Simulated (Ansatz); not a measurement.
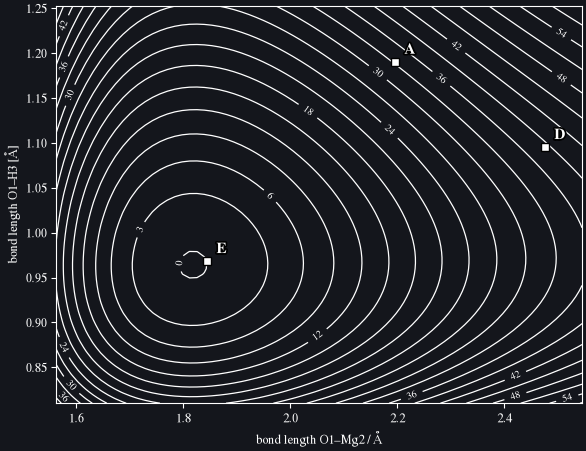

HMgO, SMILES [OH][Mg], spin multiplicity 2. First axis: bond length O1–Mg2. Second axis: bond length O1–H3. Nothing is relaxed (all other coordinates rigid). Grid: 15 × 15 points. Points are written as (first, second). All energies are given in kcal/mol relative to the lowest grid point. Level of theory: UKS PBE-D4/def2-TZVP in Ansatz.

The picture shows contour lines labelled in kcal/mol, lettered points. Between grid points the surface is interpolated.

### What kind of point is each of A, D, E: minimum, saddle, maximum or slope?

A: on a slope; D: on a slope; E: minimum. (In these two coordinates alone; a stationary point may lie a little off the grid point.)

### Rank the lettered points by energy, lowest first.

E (0.0 kcal/mol), A (33.2 kcal/mol), D (38.4 kcal/mol).
